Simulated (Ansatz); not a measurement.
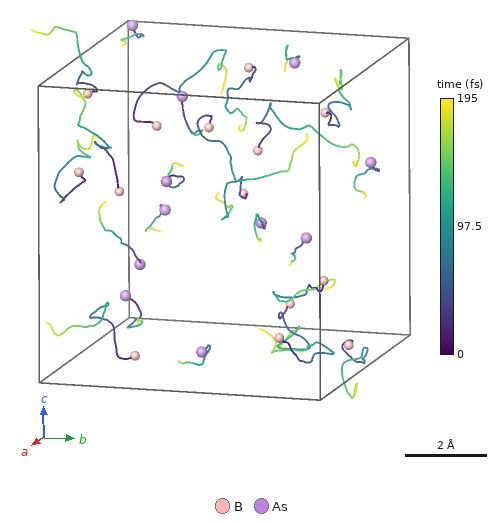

First-principles dynamics of an amorphous cell of composition B14As11 (25 atoms in the cell), 195 fs long. Lines trace each atom's path, coloured by time; spheres stand at the starting positions. Seen slightly off an axis in the simulation cell.

Theory: DFT PBE, scalar-relativistic, plane waves, PAW in Ansatz 0.2.0. Run with plane-wave cutoff 420 eV; k-point mesh 1 × 1 × 1; Fermi-Dirac smearing 0.345 eV; volume 1.05 times that of the relaxed crystal; set temperature 4000 K; time step 1.5 fs.

Input file:
```yaml
crystal:
  lattice:
    - [7.176888, -0.15729, 0.045335]
    - [-0.15729, 7.26465, 0.016592]
    - [0.045335, 0.016592, 7.632613]
  atoms:
    - { symbol: B, position: [0.9405654711, 0.8356144192, 0.1871219308] }
    - { symbol: B, position: [0.9970701333, 0.1426511066, 0.7173104307] }
    - { symbol: B, position: [0.7144435205, 0.1957522242, 0.5938402034] }
    - { symbol: B, position: [0.86570774, 0.2975292771, 0.0792817872] }
    - { symbol: B, position: [0.8265455822, 0.1201150811, 0.9436166541] }
    - { symbol: B, position: [0.397842043, 0.8281255847, 0.8266213776] }
    - { symbol: B, position: [0.4145148806, 0.5931807476, 0.6887161236] }
    - { symbol: B, position: [0.5910701112, 0.4763806251, 0.7983347378] }
    - { symbol: B, position: [0.2890545304, 0.5012330237, 0.5113316717] }
    - { symbol: B, position: [0.5363216596, 0.2731101599, 0.7799107503] }
    - { symbol: B, position: [0.3262362428, 0.6776255023, 0.158207122] }
    - { symbol: B, position: [0.8356050207, 0.9606812007, 0.3639525223] }
    - { symbol: B, position: [0.4205401797, 0.916424068, 0.0532828647] }
    - { symbol: B, position: [0.3594645277, 0.5444594775, 0.953596693] }
    - { symbol: As, position: [0.7566558741, 0.7138395158, 0.527319672] }
    - { symbol: As, position: [0.1287548556, 0.6341342306, 0.924091327] }
    - { symbol: As, position: [0.7902639743, 0.5111378058, 0.0877756809] }
    - { symbol: As, position: [0.1553937878, 0.9123292748, 0.6106971532] }
    - { symbol: As, position: [0.6732950584, 0.2545912649, 0.34208341] }
    - { symbol: As, position: [0.03908737, 0.027918978, 0.9951577074] }
    - { symbol: As, position: [0.4360250818, 0.1268121025, 0.1772610432] }
    - { symbol: As, position: [0.2621492064, 0.2763852042, 0.8193247383] }
    - { symbol: As, position: [0.4526349707, 0.7770923183, 0.4134324943] }
    - { symbol: As, position: [0.8996244455, 0.4227107412, 0.6812081783] }
    - { symbol: As, position: [0.1941143833, 0.1916768921, 0.4168772116] }
  symmetry: { detect: false }
basis:
  ecutwfc: 420
  xc_grid: 1
kpoints:
  mp_grid: { grid: [1, 1, 1], shift: [0.25, 0.25, 0.25] }
hamiltonian:
  xc: pbe
scf:
  occupations: { method: fermi_dirac, width: 0.3447 }
  lower_state_search: "off"
  convergence: { dr2_threshold: 1.0e-05 }
output:
  forces: true
  stress: true
md:
  timestep: 1.5
  n_steps: 130
  ensemble: nvt_langevin
  friction: 0.03
  temperature: 4000.0
  initial_velocities: maxwell_boltzmann
  seed: 55004
```

Command:
```bash
ansatz run input.yaml --threads 2 --pin off --max-ram 5120MiB --backend cpu --events-out ev --progress --plain --runs-dir out
```

Question: How do the atoms move?

Answer: Root-mean-square distances from the starting positions over the second half, with the common drift of all atoms taken out: B 1.77 Å, As 0.85 Å. That is already a fair part of the typical shortest distance between atoms in the first frame, about 1.8 Å and still growing, as in a liquid, though 195 fs is too short to measure diffusion. Bond changes: 18 B–B bonds form between 16.5 fs and 189 fs; 24 As–B bonds break between 21 fs and 182 fs; 20 As–B bonds form between 26 fs and 188 fs; 14 B–B bonds break between 44 fs and 194 fs; 3 As–As bonds break between 70 fs and 189 fs. The mean temperature in the second half is 4510 K (standard deviation 632 K). The potential energy in the second half lies on average 265 meV per atom below the first frame. The first frame is far from relaxed (forces up to 9.4 eV/Å), so much of the motion is the structure settling. The mean pressure there is 3.8 GPa.

Limits of the set-up: the periodic images lie only 7.2 Å apart, so the values are limited by the cell's size.
